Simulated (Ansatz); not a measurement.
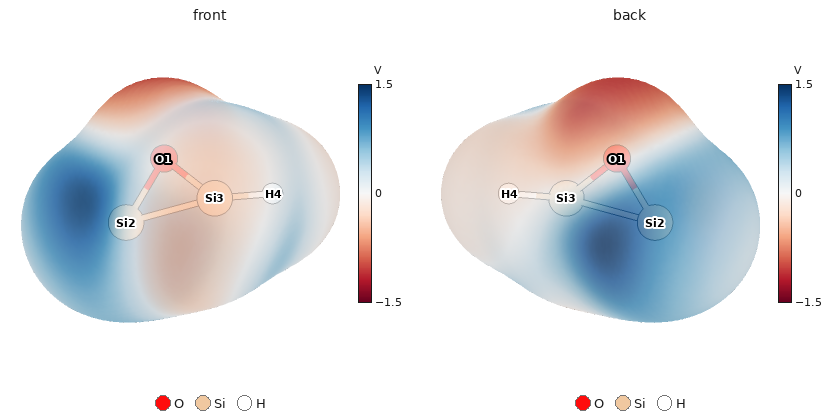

*HOSi$_{2}$ (SMILES O1[Si]=[SiH]1) (doublet). The electrostatic potential painted on the density surface at 0.001 e/bohr³, seen from the front and from behind; red is negative and blue positive.*

Geometry: PBE0-D3(BJ)/def2-SVP.

Computed with isolated molecule in a Gaussian basis; Kohn-Sham density functional theory, functional PBE0 in Ansatz.

**Describe the electrostatic potential map.**

The most negative region (about −1.0 V) lies over O1, the most positive (about +1.4 V) over Si2. O1 is the likeliest acceptor of a hydrogen bond.

**How polar is the molecule by this calculation?**

Its dipole moment is 1.34 D.
